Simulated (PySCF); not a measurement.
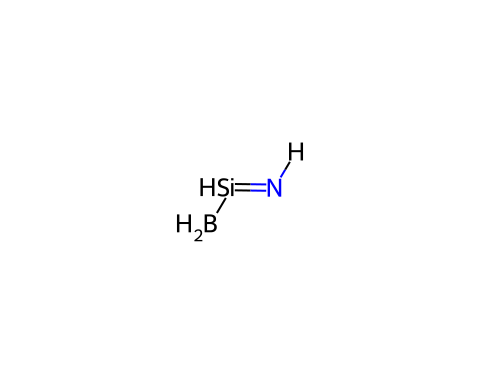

Structural formula above. The computed structure is the end point of a PBE0-D4/def2-TZVP optimisation. No frequency run is at hand to confirm it as a minimum.

What does the molecule look like in three dimensions?

Formula BH₄NSi. Its SMILES string is `[H]/N=[SiH]/B`. It has no ring. Among its groups: Si–H bond, B–H bond. The point group is Cs. All atoms lie on one plane. Coordination: 1 B trigonal planar; 1 Si trigonal planar; 1 N bent.

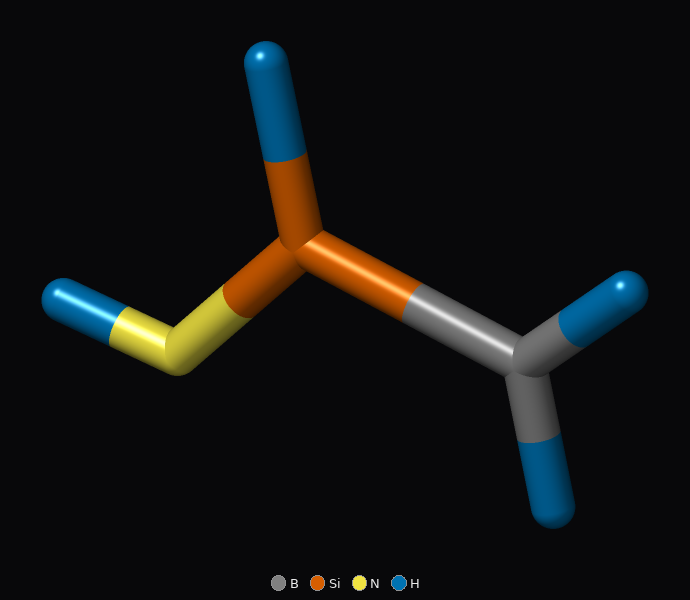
